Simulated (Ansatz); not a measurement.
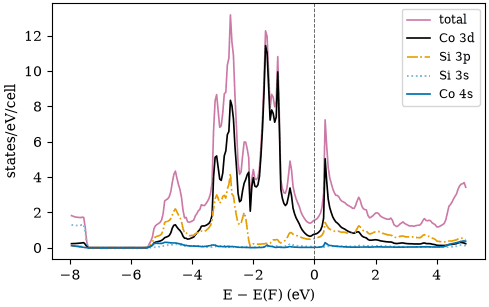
*Total and projected density of states of SrCo₂Si₂ in space group I4/mmm (No. 139; Sr on 2a, Co on 4d, Si on 4e), plane-wave PAW r²SCAN (Ansatz code)*

**Question.** Which orbitals carry the states next to the Fermi level?

**Answer.** Within 0.5 eV of the Fermi level: Co 3d 57 %, Si 3p 28 %, outside the projected shells 9 %. Projections are on Löwdin-orthogonalised atomic valence shells; empty p or d shells of many metals are not among them.

**Question.** Where is the tallest occupied peak in this window, and what makes it?

**Answer.** Near -2.8 eV, about 13 states/eV per cell; the largest projected share is Co 3d.

The first step of the workflow began from a Materials Project structure, measured or hypothetical; the Crystallography Open Database copy checked does not list it. Its standing as an ambient phase is unchecked. Symmetry was held in the r²SCAN relaxation; its stability against distortions is not shown here. No spin polarisation was allowed. Spin–orbit coupling is left out wherever it is not named.

Potentials: the later of the program's two PAW sets.
